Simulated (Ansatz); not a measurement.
## Electronic structure of ClFHSi···HCl (doublet) in real space

Input

```
crystal:
  periodic: [false, false, false]
  atoms:
    - { symbol: Si, position_ang: [0.027106, -0.013069, -0.229643] }
    - { symbol: H, position_ang: [0.132289, -0.254747, 2.415157] }
    - { symbol: Cl, position_ang: [1.966357, 0.005264, -0.933528] }
    - { symbol: H, position_ang: [-0.679031, 1.225172, -0.673404] }
    - { symbol: F, position_ang: [-0.758498, -1.290538, -0.850483] }
    - { symbol: Cl, position_ang: [-0.116223, 0.221918, 3.636902] }
magnetization:
  spin_polarized: true
  initial_magnetization: 1
basis:
  gaussian: { orbitals: def2-SVP }
hamiltonian:
  xc: b3lyp
relax:
  f_tol: 0.03
  max_steps: 50
output:
  orbitals: {}
```

Run with:

```sh
ansatz run input.yaml --threads 2 --pin off --max-ram 3072MiB --backend cpu --events-out ev --progress --plain --runs-dir out
```

The fields are those of the run's last geometry, not of the input's.

Level of theory: Ansatz 0.2.0, UKS B3LYP/def2-SVP.

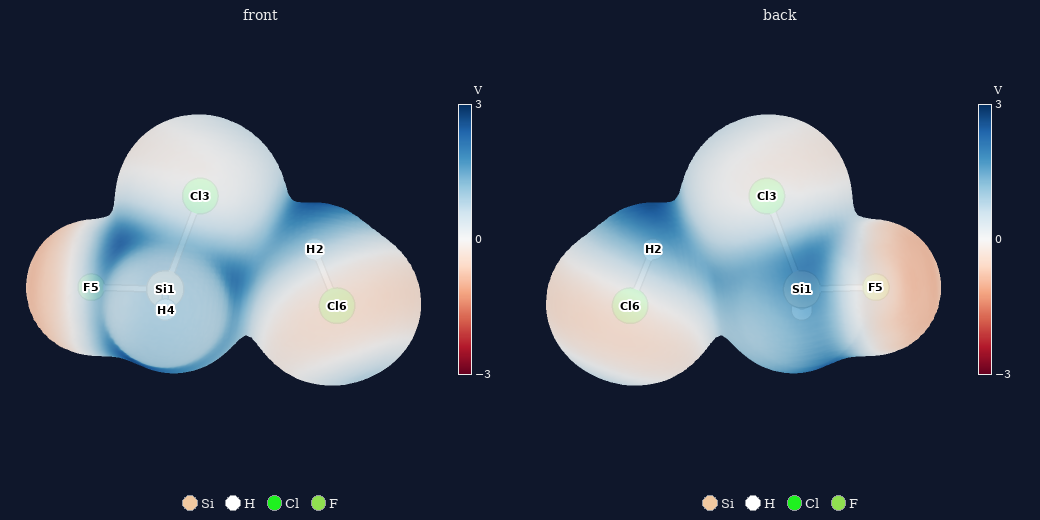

Figure 1. The electrostatic potential painted on the density surface at 0.004 e/bohr³, seen from the front and from behind; the colour scale runs from red (negative) to blue (positive).

> Describe the electrostatic potential map.

The most negative region (about −0.8 V) lies over F5, the most positive (about +2.5 V) over Si1 and H2. Cl6 shows a σ-hole: about +0.8 V at the tip opposite its bond, against about −0.2 V on its flanks.

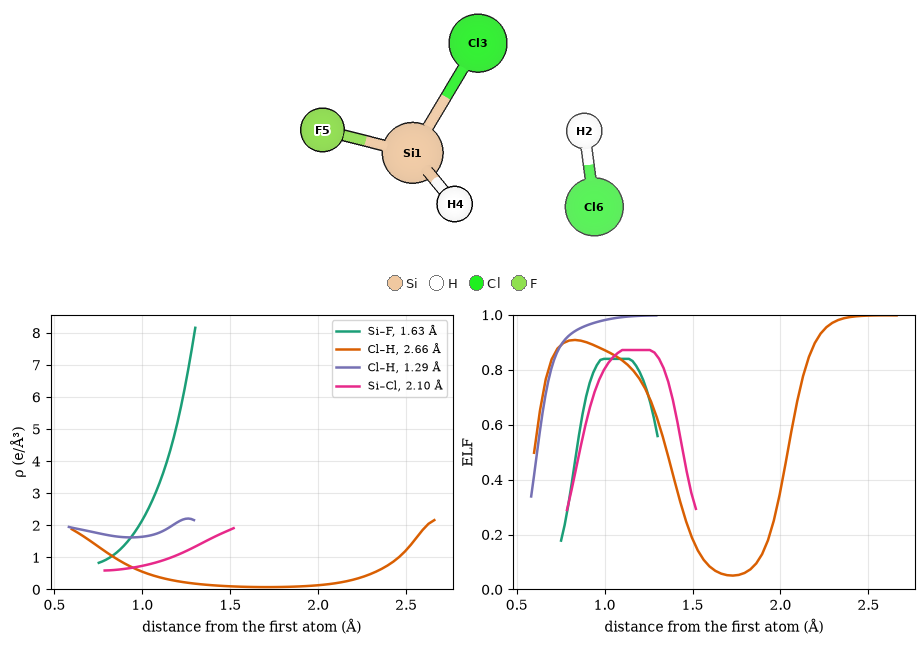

Figure 2. Electron density and ELF along straight lines between neighbouring atoms. The curves leave out the atomic cores. The structure is drawn too.

> Compare the contacts.

Si–F (1.63 Å): ρ is about 0.99 e/Å³ halfway; the ELF peaks at about 0.85 in the valence shell of F, 0.6 Å from its nucleus, and is about 0.40 at the midpoint.
Cl3···H2 (2.66 Å): the density falls to about 0.07 e/Å³ on the way; the ELF dips to about 0.05 between them: a non-bonded, intermolecular contact.
Cl–H (1.29 Å): ρ at the midpoint is about 1.9 e/Å³; the ELF climbs to about 1 towards the hydrogen, as it does in any bond to H.
Si–Cl (2.10 Å): ρ at the midpoint is about 0.8 e/Å³; the ELF peaks at about 0.85 between the atoms, as expected for a polar covalent bond.

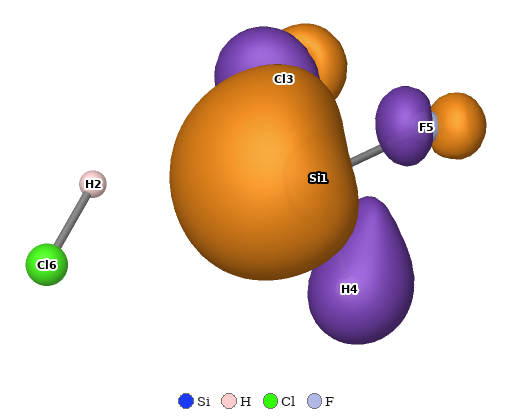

Figure 3. The LUMO (β) at ±0.15 Å⁻³ᐟ² (orange and purple are the two phases), seen at an oblique angle.

> Describe this orbital and give its energy.

It lies mainly on Si1 (about 70 %), Cl3 (about 10 %), H4 (about 10 %) and F5 (about 5 %). Its energy is −3.51 eV.
